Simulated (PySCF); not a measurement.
# B3H8Se: the cost of one run

Programs: PySCF 2.14.0, with density-fitted response routines of our own. Each step states its level of theory. These are calculated values for one molecule in the gas phase, unless marked as measured. Atoms count from 0, in the outputs and in this text.

3 further runs of the same task are left out: 3 for a faulty analytic Hessian.

## Step 1: The molecule as given

12 atoms, charge -1, multiplicity 1; geometry from: GFN2-xTB.

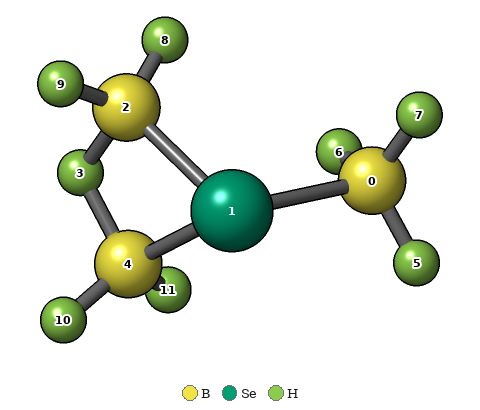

The starting geometry (boron yellow, selenium teal, hydrogen green), atoms numbered.

## Step 2: Relaxing the molecule at PBE0-D3(BJ)/def2-SVP

What the job is given:

```
{"job": {"xc": "PBE0", "basis": "def2-SVP", "d3": "d3bj", "grid": 1, "kind": "geom"}, "charge": -1, "multiplicity": 1}
B      1.871150    -0.680280    -0.550570
Se     0.094010     0.240000     0.329800
B     -1.121030     0.504690    -1.272850
H     -1.823540    -0.626470    -1.144790
B     -1.339480    -1.152760    -0.014810
H      2.316030    -1.372720     0.314510
H      1.463550    -1.288150    -1.492570
H      2.583110     0.234310    -0.837990
H     -0.557740     0.431470    -2.308340
H     -1.894930     1.390970    -1.122760
H     -2.225070    -1.110490     0.773230
H     -0.904500    -2.212690    -0.300790
```

**Question.** How long does this first job take on 4 threads of Arm Neoverse V1, shared host?

About 21 s.
